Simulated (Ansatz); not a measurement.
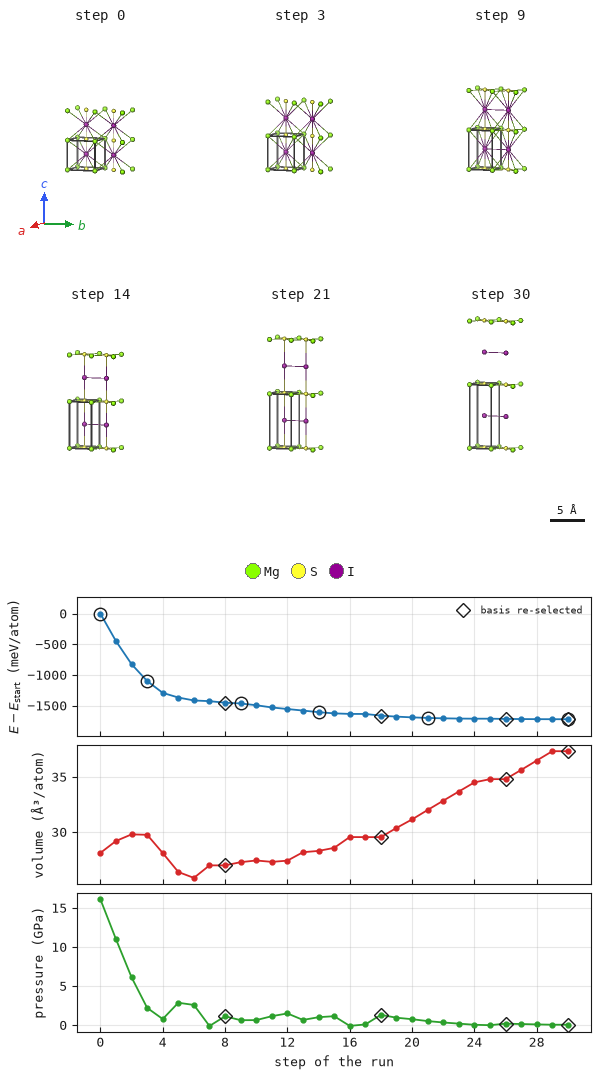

Frames of a relaxation of solid MgSI (a generated structure, set up in P4/mmm) (coarse preliminary run), marked on the history of the run. A ball-and-stick model of the cell of the calculation, repeated 1 × 2 × 2 with one cell outlined, seen slightly off an axis.

All numbers below come from DFT PBE, scalar-relativistic, plane waves, PAW in Ansatz.

Input file:
```yaml
crystal:
  lattice:
    - [4.36459227, 0.0, 0.0]
    - [0.0, 4.36459227, 0.0]
    - [0.0, 0.0, 4.42720093]
  atoms:
    - { symbol: Mg, position: [0.0, 0.0, 0.0] }
    - { symbol: S, position: [0.5, 0.5, 0.0] }
    - { symbol: I, position: [0.5, 0.5, 0.5] }
basis:
  ecutwfc: 420
kpoints:
  mp_grid: { grid: [4, 4, 4] }
hamiltonian:
  xc: pbe
scf:
  occupations: { method: gaussian, width: 0.1 }
  lower_state_search: "off"
output:
  forces: true
  stress: true
  eigenvalues: true
relax:
  adjacent_minimum: "off"
  f_tol: 0.04
  max_steps: 70
  cell: { stress_tol: 0.4 }
```

Launched with:
```bash
ansatz run input.yaml --threads 1 --pin off --max-ram 2048MiB --backend cpu --events-out ev --progress --plain --runs-dir out
```

Describe the path.

The energy falls by 1721 meV per atom in 26 accepted moves (30 points after the start). All forces vanish by symmetry, so only the cell relaxes. Pressure: 16.11 GPa at the start and 0.05 GPa at the end. The SCF was repeated 4 times at an unchanged geometry on a basis and grid sized afresh for the cell, which shifted the energy by 27.5 meV per atom at most. The atoms keep their places relative to the cell (all moves are under 0.005 Å). Cell: a = b 4.365 → 3.430 Å (−21.4 %), c 4.427 → 9.521 Å (+115.1 %). Volume +32.8 %. Some distances before and after: S2–I3 2.214 → 4.761 Å, Mg1–I3 3.798 → 5.343 Å, I3–I3 4.365 → 3.430 Å, Mg1–S2 3.086 → 2.425 Å. New bonds form: Mg1–S2 (3.09 → 2.43 Å). Bonds break: S2–I3 (2.21 → 4.76 Å). The space group stays P4/mmm (No. 123). From step 0 to 3: volume +5.8 %, energy −1099 meV per atom. From step 3 to 9: volume −8.3 %, energy −365 meV per atom. From step 9 to 14: volume +3.7 %, energy −142 meV per atom. From step 14 to 21: volume +13.1 %, energy −93.7 meV per atom. From step 21 to 30: volume +16.7 %, energy −21.0 meV per atom.

```tsv
step	E − E(0), meV/atom	pressure, GPa	volume, Å³/atom	note
0	0.00	16.11	28.112	
1	-448.16	11.00	29.195	
2	-823.73	6.12	29.792	
3	-1098.84	2.21	29.754	
4	-1291.54	0.78	28.104	
5	-1367.38	2.87	26.381	
6	-1415.22	2.59	25.848	
7	-1426.50	-0.11	26.981	
8	-1451.96	1.14	26.981	same geometry, new basis
9	-1463.97	0.63	27.273	
10	-1493.04	0.64	27.425	
11	-1529.25	1.15	27.300	
12	-1554.85	1.50	27.411	
13	-1579.82	0.67	28.176	
14	-1606.28	1.02	28.294	
15	-1625.59	1.15	28.568	
16	-1634.51	-0.10	29.550	
17	-1635.26	0.09	29.544	
18	-1662.76	1.32	29.544	same geometry, new basis
19	-1678.71	0.95	30.377	
21	-1699.97	0.52	32.003	
22	-1706.30	0.34	32.845	
23	-1710.37	0.19	33.677	
24	-1712.27	0.05	34.505	
25	-1712.39	-0.01	34.800	
26	-1716.13	0.19	34.800	same geometry, new basis
27	-1718.30	0.14	35.634	
28	-1719.82	0.09	36.484	
29	-1720.81	0.05	37.334	
30	-1720.95	0.05	37.334	same geometry, new basis
```
